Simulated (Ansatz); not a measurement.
Density of states of TiSb (Pm-3m, 2 atoms in the cell).

```
TiSb
1.0
    3.43589     0.00000     0.00000
    0.00000     3.43589     0.00000
    0.00000     0.00000     3.43589
Ti Sb
1 1
Cartesian
  0.00000   0.00000   0.00000
  1.71794   1.71794   1.71794
```

Level of theory: PBE (plane waves, PAW; Ansatz, a program for electronic structure).

SCF settings: basis.ecutwfc = 420 eV; kpoints.mp_grid.grid = 8 8 8; hamiltonian.xc = pbe; hamiltonian.pseudopotentials = {kind: paw} (the program's default PAW files); scf.occupations.method = cold; scf.occupations.width = 0.05 eV. Keys of the DOS step: output.dos.nscf_kmesh.grid = 16 16 16.

The starting cell was generated: these elements placed on a structure prototype, without a prior relaxation; it need not be a known phase or ordering of this composition. Its lattice was rescaled by a random factor within 2.5 % of one. Spin-orbit coupling is off. Spin polarisation is off.

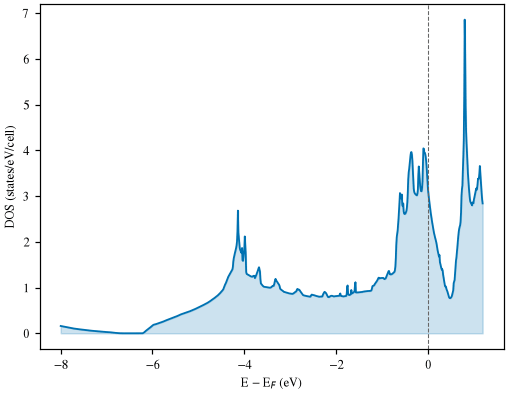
Figure. Total density of states, both spins summed.

Total DOS (both spins), as means of the tabulated values in each energy bin; the zero is the program's Fermi level or highest filled level, and the curve is cut to this window:

(E (eV), states/eV/cell): (-7.75, 0.11); (-7.25, 0.05); (-6.75, 0.01); (-6.25, 0.03); (-5.75, 0.26); (-5.25, 0.46); (-4.75, 0.71); (-4.25, 1.50); (-3.75, 1.27); (-3.25, 0.99); (-2.75, 0.87); (-2.25, 0.82); (-1.75, 0.87); (-1.25, 1.01); (-0.75, 1.81); (-0.25, 3.38); (0.25, 1.72); (0.75, 2.72)

Around zero the curve holds about 3.1 states/eV/cell.

Keys are those of Ansatz 0.2.
